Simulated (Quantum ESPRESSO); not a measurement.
# How the plane-wave cutoff moves the magnetism of KNiF3

Wanted: the cheapest choice of the plane-wave cutoff that holds the magnetic results of KNiF3.

Main program and level: Quantum ESPRESSO 7.5; LDA with U = 6 eV on Ni d (ortho-atomic projectors); plane waves with GBRV 1.5 LDA potentials, no spin-orbit coupling (settings of the first rung).

The database entry behind the starting cell differs from later determinations by our own check (about 0.35 % short), so it need not match the best structure at ambient conditions.

## (1) Starting point

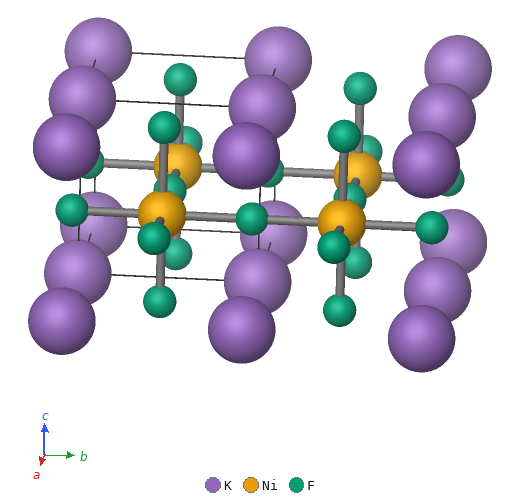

The starting structure, seen slightly off an axis (potassium purple, nickel orange, fluorine teal). 2×2×1 cells are drawn. Some periodic images of atoms are drawn too.

The cell comes from the Crystallography Open Database.

## (2) Rung 1, start ferro +

pw.in

```
&CONTROL
  calculation = 'scf'
  prefix = 'pwscf'
  outdir = './tmp'
  pseudo_dir = './pseudo'
  disk_io = 'nowf'
  tprnfor = .true.
  tstress = .true.
/
&SYSTEM
  ibrav = 0
  nat = 5
  ntyp = 3
  ecutwfc = 18
  ecutrho = 126
  nbnd = 34
  occupations = 'smearing'
  smearing = 'fd'
  degauss = 0.00367493
  nspin = 2
  starting_magnetization(1) = 0
  starting_magnetization(2) = 0.1111
  starting_magnetization(3) = 0
/
&ELECTRONS
  conv_thr = 1d-08
  electron_maxstep = 150
  mixing_beta = 0.3
/
ATOMIC_SPECIES
K      39.0983 k_lda_v1.4.uspp.F.UPF
Ni     58.6934 ni_lda_v1.4.uspp.F.UPF
F      18.9984 f_lda_v1.4.uspp.F.UPF
CELL_PARAMETERS angstrom
   4.0000000000    0.0000000000    0.0000000000
   0.0000000000    4.0000000000    0.0000000000
   0.0000000000    0.0000000000    4.0000000000
ATOMIC_POSITIONS crystal
K       0.0000000000    0.0000000000    0.0000000000
Ni      0.5000000000    0.5000000000    0.5000000000
F       0.5000000000    0.5000000000    0.0000000000
F       0.0000000000    0.5000000000    0.5000000000
F       0.5000000000    0.0000000000    0.5000000000
K_POINTS automatic
6 6 6 0 0 0
HUBBARD {ortho-atomic}
U Ni-3d 6.0000
```

Run with:

```console
> OMP_NUM_THREADS=1 mpirun -n 2 pw.x -nk 2 -in pw.in > pw.out
```

Output:

```text
Program PWSCF v.7.5 starts

     Message from routine setup:
     using ibrav=0 with symmetry is DISCOURAGED, use correct ibrav instead

     K-points division:     npool     =       2
     Subspace diagonalization in iterative solution of the eigenvalue problem:

     bravais-lattice index     =            0
     lattice parameter (alat)  =       7.5589  a.u.
     unit-cell volume          =     431.8934 (a.u.)^3
     number of atoms/cell      =            5
     number of atomic types    =            3
     number of electrons       =        48.00
     number of Kohn-Sham states=           34
     kinetic-energy cutoff     =      18.0000  Ry
     charge density cutoff     =     126.0000  Ry
     scf convergence threshold =      1.0E-08
     mixing beta               =       0.3000
     number of iterations used =            8  plain     mixing
     Exchange-correlation=  SLA  PZ   NOGX NOGC
                           (   1   1   0   0   0   0   0)
     Hubbard projectors: ortho-atomic
     Hubbard parameters of DFT+U (Dudarev formulation) in eV:
     U(Ni-3d) =  6.0000

     Internal variables: lda_plus_u =T, lda_plus_u_kind = 0

     Internal variables: orbital_resolved =F, hub_pot_fix =F, apply_U = F

     celldm(1)=   7.558904  celldm(2)=   0.000000  celldm(3)=   0.000000
     celldm(4)=   0.000000  celldm(5)=   0.000000  celldm(6)=   0.000000

     crystal axes: (cart. coord. in units of alat)
               a(1) = (   1.000000   0.000000   0.000000 )
               a(2) = (   0.000000   1.000000   0.000000 )
               a(3) = (   0.000000   0.000000   1.000000 )

     reciprocal axes: (cart. coord. in units 2 pi/alat)
               b(1) = (  1.000000  0.000000  0.000000 )
               b(2) = (  0.000000  1.000000  0.000000 )
               b(3) = (  0.000000  0.000000  1.000000 )

     PseudoPot. # 1 for K  read from file:
     k_lda_v1.4.uspp.F.UPF
     Pseudo is Ultrasoft + core correction, Zval =  9.0

     PseudoPot. # 2 for Ni read from file:
     ni_lda_v1.4.uspp.F.UPF
     Pseudo is Ultrasoft + core correction, Zval = 18.0

     PseudoPot. # 3 for F  read from file:
     f_lda_v1.4.uspp.F.UPF
     Pseudo is Ultrasoft, Zval =  7.0

     atomic species   valence    mass     pseudopotential
     K                 9.00    39.09830     K ( 1.00)
     Ni               18.00    58.69340     Ni( 1.00)
     F                 7.00    18.99840     F ( 1.00)

     Starting magnetic structure
     atomic species   magnetization
     K               0.000
     Ni              0.111
     F               0.000

     48 Sym. Ops., with inversion, found

   Cartesian axes

     site n.     atom                  positions (alat units)
         1        K      tau(   1) = (   0.0000000   0.0000000   0.0000000  )
         2        Ni     tau(   2) = (   0.5000000   0.5000000   0.5000000  )
         3        F      tau(   3) = (   0.5000000   0.5000000   0.0000000  )
         4        F      tau(   4) = (   0.0000000   0.5000000   0.5000000  )
         5        F      tau(   5) = (   0.5000000   0.0000000   0.5000000  )

     number of k points=    20  Fermi-Dirac smearing, width (Ry)=  0.0037
                       cart. coord. in units 2pi/alat
        k(    1) = (   0.0000000   0.0000000   0.0000000), wk =   0.0046296
        k(    2) = (   0.0000000   0.0000000   0.1666667), wk =   0.0277778
        k(    3) = (   0.0000000   0.0000000   0.3333333), wk =   0.0277778
        k(    4) = (   0.0000000   0.0000000  -0.5000000), wk =   0.0138889
        k(    5) = (   0.0000000   0.1666667   0.1666667), wk =   0.0555556
        [... 15 further k-points ...]

     Dense  grid:    10395 G-vectors     FFT dimensions: (  27,  27,  27)

     Smooth grid:     4457 G-vectors     FFT dimensions: (  24,  24,  24)

     Check: negative core charge=   -0.000204
     Generating pointlists ...
     new r_m :   0.2917 (alat units)  2.2048 (a.u.) for type    1
     new r_m :   0.2063 (alat units)  1.5590 (a.u.) for type    2
     new r_m :   0.2063 (alat units)  1.5590 (a.u.) for type    3

     Initial potential from superposition of free atoms

     starting charge      45.4972, renormalised to      48.0000

     STARTING HUBBARD OCCUPATIONS:

     =================== HUBBARD OCCUPATIONS ===================
     ------------------------ ATOM    2 ------------------------
     Tr[ns(  2)] (up, down, total) =   5.00000  3.00000  8.00000
     Atomic magnetic moment for atom   2 =   2.00000
     [... lines left out ...]
     Number of occupied Hubbard levels =    8.0000

     Atomic wfc used for Hubbard projectors are orthogonalized

     Starting wfcs are   33 randomized atomic wfcs +    1 random wfcs

     Self-consistent Calculation

     iteration #  1     ecut=    18.00 Ry     beta= 0.30
     Davidson diagonalization with overlap
     ethr =  1.00E-02,  avg # of iterations =  6.4

     =================== HUBBARD OCCUPATIONS ===================
     ------------------------ ATOM    2 ------------------------
     Tr[ns(  2)] (up, down, total) =   2.76414  0.29818  3.06231
     Atomic magnetic moment for atom   2 =   2.46596
     [... lines left out ...]
     Number of occupied Hubbard levels =    3.0623

     total energy              =    -527.51107085 Ry
     estimated scf accuracy    <      35.35905710 Ry

     total magnetization       =     2.89 Bohr mag/cell
     absolute magnetization    =     2.99 Bohr mag/cell

     iteration #  2     ecut=    18.00 Ry     beta= 0.30
     Davidson diagonalization with overlap
     ethr =  1.00E-02,  avg # of iterations =  3.8

     total energy              =    -536.96625283 Ry
     estimated scf accuracy    <       9.72024976 Ry

     total magnetization       =     0.38 Bohr mag/cell
     absolute magnetization    =     0.40 Bohr mag/cell

     [... further iterations left out ...]

     iteration # 13     ecut=    18.00 Ry     beta= 0.30
     Davidson diagonalization with overlap
     ethr =  3.34E-11,  avg # of iterations =  2.1

     total energy              =    -537.72470642 Ry
     estimated scf accuracy    <       0.00000003 Ry

     total magnetization       =     2.00 Bohr mag/cell
     absolute magnetization    =     2.13 Bohr mag/cell

     iteration # 14     ecut=    18.00 Ry     beta= 0.30
     Davidson diagonalization with overlap
     ethr =  3.34E-11,  avg # of iterations =  2.0

     Magnetic moment per site  (integrated on atomic sphere of radius R)
     atom   1 (R=0.292)  charge=  7.6094  magn=  0.0008
     atom   2 (R=0.206)  charge= 15.6213  magn=  1.6697
     atom   3 (R=0.206)  charge=  6.5450  magn=  0.0801
     atom   4 (R=0.206)  charge=  6.5450  magn=  0.0801
     atom   5 (R=0.206)  charge=  6.5450  magn=  0.0801

     End of self-consistent calculation

     =================== HUBBARD OCCUPATIONS ===================
     ------------------------ ATOM    2 ------------------------
     Tr[ns(  2)] (up, down, total) =   4.91515  3.24967  8.16482
     Atomic magnetic moment for atom   2 =   1.66548
     [... lines left out ...]
     Number of occupied Hubbard levels =    8.1648

     [... lines left out ...]
     the Fermi energy is     4.1087 ev

!    total energy              =    -537.72471727 Ry
     estimated scf accuracy    <          2.1E-09 Ry
     smearing contrib. (-TS)   =      -0.00000024 Ry
     internal energy E=F+TS    =    -537.72471703 Ry

     The total energy is F=E-TS. E is the sum of the following terms:
     one-electron contribution =    -364.90653039 Ry
     hartree contribution      =     199.25208675 Ry
     xc contribution           =     -69.20020652 Ry
     ewald contribution        =    -302.95325943 Ry
     Hubbard energy            =       0.08319256 Ry

     total magnetization       =     2.00 Bohr mag/cell
     absolute magnetization    =     2.13 Bohr mag/cell

     convergence has been achieved in  14 iterations

     Forces acting on atoms (cartesian axes, Ry/au):

     atom    1 type  1   force =     0.00000000    0.00000000    0.00000000
     atom    2 type  2   force =     0.00000000    0.00000000    0.00000000
     atom    3 type  3   force =     0.00000000    0.00000000    0.00000000
     atom    4 type  3   force =     0.00000000    0.00000000    0.00000000
     atom    5 type  3   force =     0.00000000    0.00000000    0.00000000

     Total force =     0.000000     Total SCF correction =     0.000000

     Computing stress (Cartesian axis) and pressure

          total   stress  (Ry/bohr**3)                   (kbar)     P=   -10130.03
  -0.06886256   0.00000000   0.00000000       -10130.03        0.00        0.00
   0.00000000  -0.06886256   0.00000000            0.00   -10130.03        0.00
   0.00000000   0.00000000  -0.06886256            0.00        0.00   -10130.03

=------------------------------------------------------------------------------=
   JOB DONE.
=------------------------------------------------------------------------------=
```

It took 11 s on 2 MPI ranks of Intel Xeon 6975P-C (Granite Rapids), shared host; peak memory 0.17 GiB; 22 s of CPU time.

Spin moment in the atom's sphere by atom:

```
atom  spin moment in the atom's sphere (μB)
  K1                                   0.00
 Ni2                                   1.67
  F3                                   0.08
  F4                                   0.08
  F5                                   0.08
```

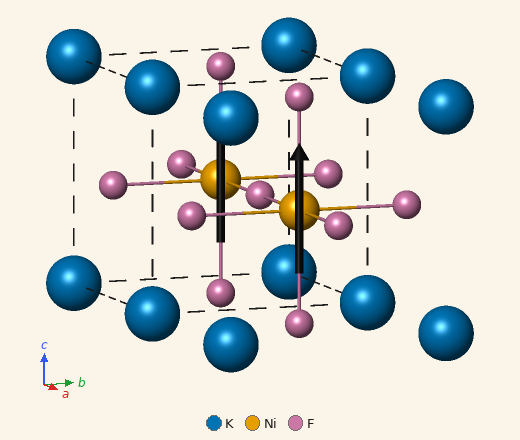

Spin moment in the atom's sphere as arrows, the longest 1.67 μB. Up and down stand for the sign. Arrows give size and sign along the axis of quantisation, drawn up and down the page. 2×1×1 cells are drawn. Some periodic images of atoms are drawn too.

Read from the output:

| Property | Result |
| --- | --- |
| magnetization | 2 μB |
| final state | ferromagnetic |

## (3) Rung 1, start antiferro q=(0,1/2,1/2) +-

The wavevector q is in fractions of the reciprocal vectors of the crystal's primitive cell, as the cells of these inputs are built from it; moments change sign between cells as cos(2π q·R).

pw.in

```
&CONTROL
  calculation = 'scf'
  prefix = 'pwscf'
  outdir = './tmp'
  pseudo_dir = './pseudo'
  disk_io = 'nowf'
  tprnfor = .true.
  tstress = .true.
/
&SYSTEM
  ibrav = 0
  nat = 10
  ntyp = 4
  ecutwfc = 18
  ecutrho = 126
  nbnd = 62
  occupations = 'smearing'
  smearing = 'fd'
  degauss = 0.00367493
  nspin = 2
  starting_magnetization(1) = 0
  starting_magnetization(2) = 0.1111
  starting_magnetization(3) = -0.1111
  starting_magnetization(4) = 0
/
&ELECTRONS
  conv_thr = 2d-08
  electron_maxstep = 150
  mixing_beta = 0.3
/
ATOMIC_SPECIES
K      39.0983 k_lda_v1.4.uspp.F.UPF
Ni1    58.6934 ni_lda_v1.4.uspp.F.UPF
Ni2    58.6934 ni_lda_v1.4.uspp.F.UPF
F      18.9984 f_lda_v1.4.uspp.F.UPF
CELL_PARAMETERS angstrom
   4.0000000000    0.0000000000    0.0000000000
   0.0000000000    8.0000000000    0.0000000000
   0.0000000000    4.0000000000    4.0000000000
ATOMIC_POSITIONS crystal
K       0.0000000000    0.0000000000    0.0000000000
K       0.0000000000    0.5000000000    0.0000000000
Ni1     0.5000000000    0.0000000000    0.5000000000
Ni2     0.5000000000    0.5000000000    0.5000000000
F       0.5000000000    0.2500000000    0.0000000000
F       0.5000000000    0.7500000000    0.0000000000
F       0.0000000000    0.0000000000    0.5000000000
F       0.0000000000    0.5000000000    0.5000000000
F       0.5000000000    0.7500000000    0.5000000000
F       0.5000000000    0.2500000000    0.5000000000
K_POINTS automatic
6 3 6 0 0 0
HUBBARD {ortho-atomic}
U Ni1-3d 6.0000
U Ni2-3d 6.0000
```

Output:

```text
     [... lines left out ...]
Program PWSCF v.7.5 starts
     [... lines left out ...]
     number of atoms/cell      =           10
     [... lines left out ...]
     number of electrons       =        96.00
     number of Kohn-Sham states=           62
     kinetic-energy cutoff     =      18.0000  Ry
     charge density cutoff     =     126.0000  Ry
     scf convergence threshold =      2.0E-08
     [... lines left out ...]
     16 Sym. Ops., with inversion, found ( 8 have fractional translation)
     [... lines left out ...]
     number of k points=    24  Fermi-Dirac smearing, width (Ry)=  0.0037
     [... lines left out ...]
     iteration # 13     ecut=    18.00 Ry     beta= 0.30
     [... lines left out ...]
     Magnetic moment per site  (integrated on atomic sphere of radius R)
     atom   1 (R=0.292)  charge=  7.6097  magn=  0.0000
     atom   2 (R=0.292)  charge=  7.6097  magn= -0.0000
     atom   3 (R=0.206)  charge= 15.6279  magn=  1.6546
     atom   4 (R=0.206)  charge= 15.6279  magn= -1.6546
     atom   5 (R=0.206)  charge=  6.5464  magn= -0.0000
     atom   6 (R=0.206)  charge=  6.5464  magn= -0.0000
     atom   7 (R=0.206)  charge=  6.5437  magn=  0.0753
     atom   8 (R=0.206)  charge=  6.5437  magn= -0.0753
     atom   9 (R=0.206)  charge=  6.5464  magn= -0.0000
     atom  10 (R=0.206)  charge=  6.5464  magn= -0.0000
     [... lines left out ...]
     Tr[ns(  3)] (up, down, total) =   4.91088  3.25577  8.16666
     [... lines left out ...]
     Tr[ns(  4)] (up, down, total) =   3.25579  4.91088  8.16667
     [... lines left out ...]
     the Fermi energy is     4.3009 ev
!    total energy              =   -1075.44980294 Ry
     estimated scf accuracy    <       0.00000001 Ry
     smearing contrib. (-TS)   =      -0.00000000 Ry
     [... lines left out ...]
     total magnetization       =     0.00 Bohr mag/cell
     absolute magnetization    =     3.99 Bohr mag/cell
     convergence has been achieved in  13 iterations
     [... lines left out ...]
     Total force =     0.000034     Total SCF correction =     0.000064
     [... lines left out ...]
          total   stress  (Ry/bohr**3)                   (kbar)     P=   -10131.75
     [... lines left out ...]
```

The job ended after 48 s (2 MPI ranks; peak memory 0.27 GiB).

Spin moment in the atom's sphere by atom:

```
atom  spin moment in the atom's sphere (μB)
  K1                                   0.00
  K2                                   0.00
 Ni3                                   1.65
 Ni4                                  -1.65
  F5                                   0.00
  F6                                   0.00
  F7                                   0.08
  F8                                  -0.08
  F9                                   0.00
 F10                                   0.00
```

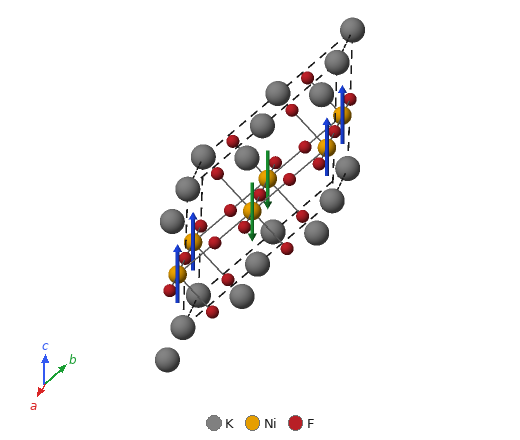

Spin moment in the atom's sphere as arrows, the longest 1.65 μB. Up and down stand for the sign. Arrows give size and sign along the axis of quantisation, drawn up and down the page. The two directions have two colours. 2×1×1 cells are drawn. Some periodic images of atoms are drawn too.

Read from the output:

* magnetization: 0 μB
* final state: antiferromagnetic

## (4) Rung 2, start ferro +

pw.in

```
&CONTROL
  calculation = 'scf'
  prefix = 'pwscf'
  outdir = './tmp'
  pseudo_dir = './pseudo'
  disk_io = 'nowf'
  tprnfor = .true.
  tstress = .true.
/
&SYSTEM
  ibrav = 0
  nat = 5
  ntyp = 3
  ecutwfc = 24
  ecutrho = 168
  nbnd = 34
  occupations = 'smearing'
  smearing = 'fd'
  degauss = 0.00367493
  nspin = 2
  starting_magnetization(1) = 0
  starting_magnetization(2) = 0.1111
  starting_magnetization(3) = 0
/
&ELECTRONS
  conv_thr = 1d-08
  electron_maxstep = 150
  mixing_beta = 0.3
/
ATOMIC_SPECIES
K      39.0983 k_lda_v1.4.uspp.F.UPF
Ni     58.6934 ni_lda_v1.4.uspp.F.UPF
F      18.9984 f_lda_v1.4.uspp.F.UPF
CELL_PARAMETERS angstrom
   4.0000000000    0.0000000000    0.0000000000
   0.0000000000    4.0000000000    0.0000000000
   0.0000000000    0.0000000000    4.0000000000
ATOMIC_POSITIONS crystal
K       0.0000000000    0.0000000000    0.0000000000
Ni      0.5000000000    0.5000000000    0.5000000000
F       0.5000000000    0.5000000000    0.0000000000
F       0.0000000000    0.5000000000    0.5000000000
F       0.5000000000    0.0000000000    0.5000000000
K_POINTS automatic
6 6 6 0 0 0
HUBBARD {ortho-atomic}
U Ni-3d 6.0000
```

Output:

```text
     [... lines left out ...]
Program PWSCF v.7.5 starts
     [... lines left out ...]
     number of atoms/cell      =            5
     [... lines left out ...]
     number of electrons       =        48.00
     number of Kohn-Sham states=           34
     kinetic-energy cutoff     =      24.0000  Ry
     charge density cutoff     =     168.0000  Ry
     scf convergence threshold =      1.0E-08
     [... lines left out ...]
     48 Sym. Ops., with inversion, found
     [... lines left out ...]
     number of k points=    20  Fermi-Dirac smearing, width (Ry)=  0.0037
     [... lines left out ...]
     iteration # 13     ecut=    24.00 Ry     beta= 0.30
     [... lines left out ...]
     Magnetic moment per site  (integrated on atomic sphere of radius R)
     atom   1 (R=0.292)  charge=  7.6021  magn= -0.0006
     atom   2 (R=0.206)  charge= 15.4958  magn=  1.7609
     atom   3 (R=0.206)  charge=  6.5095  magn=  0.0598
     atom   4 (R=0.206)  charge=  6.5095  magn=  0.0598
     atom   5 (R=0.206)  charge=  6.5095  magn=  0.0598
     [... lines left out ...]
     Tr[ns(  2)] (up, down, total) =   4.98168  3.20207  8.18375
     [... lines left out ...]
     the Fermi energy is     6.1848 ev
!    total energy              =    -544.62611951 Ry
     estimated scf accuracy    <          6.2E-10 Ry
     smearing contrib. (-TS)   =      -0.00000000 Ry
     [... lines left out ...]
     total magnetization       =     2.00 Bohr mag/cell
     absolute magnetization    =     2.04 Bohr mag/cell
     convergence has been achieved in  13 iterations
     [... lines left out ...]
     Total force =     0.000000     Total SCF correction =     0.000000
     [... lines left out ...]
          total   stress  (Ry/bohr**3)                   (kbar)     P=    -2398.97
     [... lines left out ...]
```

The job ended after 13 s (2 MPI ranks; peak memory 0.2 GiB).

Numbers from this step:

| Item | Value |
| --- | --- |
| magnetization | 2 μB |
| final state | ferromagnetic |
| largest moment | 1.761 μB |

[end of part 1 of 3]

[Logs and program files are shortened in this print: banners, set-up blocks, solver, clock and traceback lines can be left out without a mark of their own.]

[Logs are printed without paths, hosts, clocks, repeated set-up lines and the standing remarks that a program may print on its own settings, such as how far it seeks lower states.]

[Hosts, paths, dates, database ids (printed as entryN), source tags and the programs' standing remarks are cut or masked in the printed files.]

[Where a cell is said to come from a database of computed structures, the database is the Materials Project.]
